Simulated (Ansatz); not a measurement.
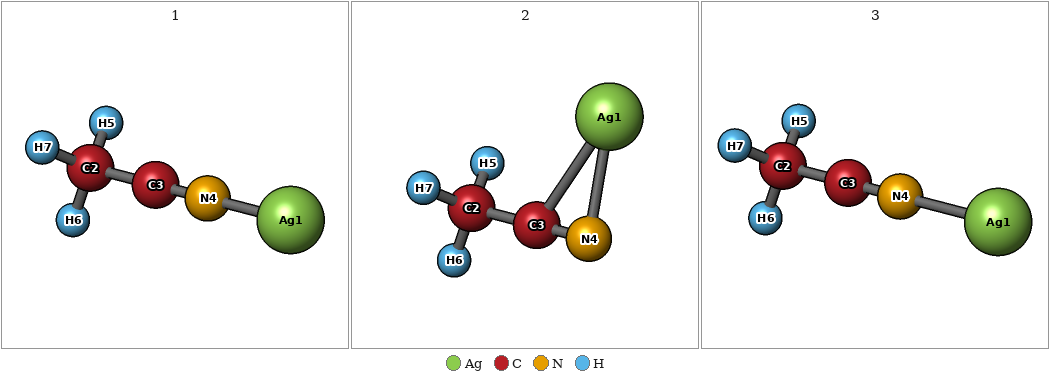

C₂H₃AgN, charge +1. 
- The turn is about an axis along (0.42, −0.91, 0.06) in the frame of the relaxed pair, normal to the line between the partners.
- The first coordinate is: distance N4···Ag1; the second: turn of Ag1 about N4.
- The grid has 11 × 11 points.
- Energies: kJ/mol, counted from the lowest grid point.
- Level of theory: RKS PBE0-D4/def2-SVPD in Ansatz.

The numbered pictures are structures from this grid.

Rank them by energy, lowest first.

3, at distance N4···Ag1 = 2.168 Å, turn of Ag1 about N4 = 0°: 0 kJ/mol; 1, at distance N4···Ag1 = 1.835 Å, turn of Ag1 about N4 = 0°: 48 kJ/mol; 2, at distance N4···Ag1 = 2.168 Å, turn of Ag1 about N4 = −90°: 79 kJ/mol.

The map, with the structures marked:

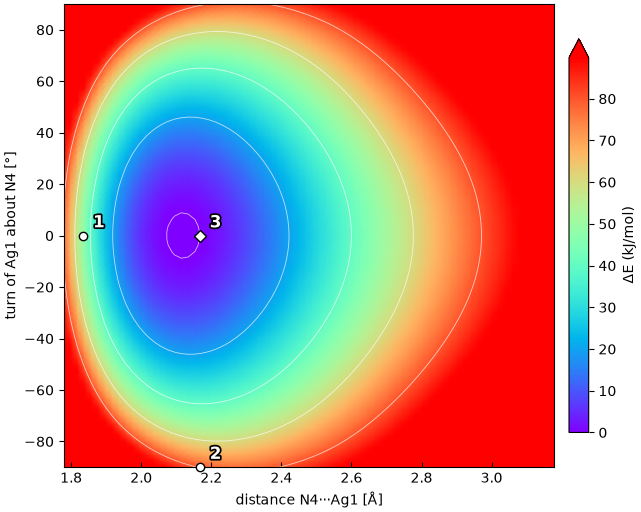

In the figure: a smooth colour map with a few white contour lines, one colour for all values above the top of the scale. Between grid points the surface is interpolated.
